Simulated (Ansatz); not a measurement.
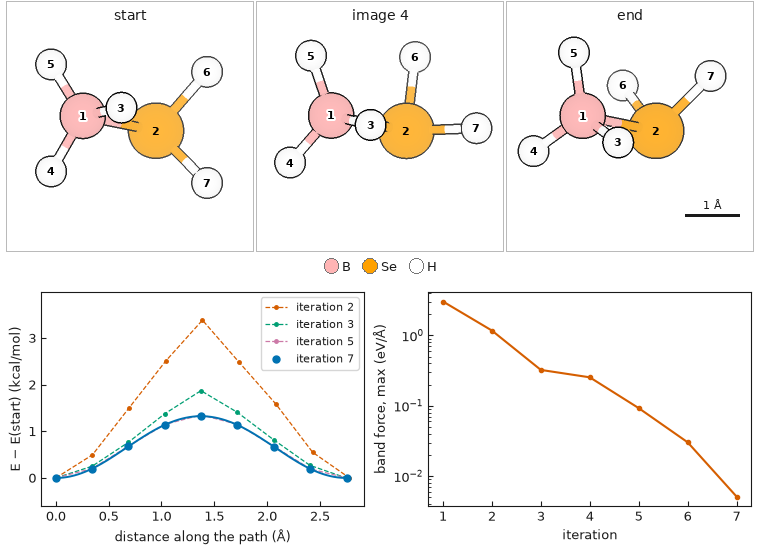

A search for the minimum-energy path of BH5Se by the nudged elastic band. Images are numbered from 0 (start) to 8 (end). The plot follows the band through its iterations. Style: ball-and-stick. Shown at a tilt.

Method: Ansatz, RKS B3LYP/def2-TZVP. Settings: 7 movable images; climbing image; force threshold 0.03 eV/Å; iteration limit 60; starting path through a guess of the saddle point.

Q: How did the profile develop, and is the result final?

A: The result is final at these settings. The band converged in 7 iterations. The largest component of the band force went from 3 to 0.0051 eV/Å. The climbing image converged on the top of the path. Its vibrational analysis gives one imaginary mode (179i cm⁻¹), as a transition state must have. The first iteration put the highest image at 13.81 kcal/mol. The barrier is about 1.32 kcal/mol in both directions, with image 4 at the top; the ends have the same energy.

Cost: 61 s on 2 threads of Intel(R) Xeon(R) Platinum 8488C (Sapphire Rapids), on a shared host, peak memory 0.23 GiB.
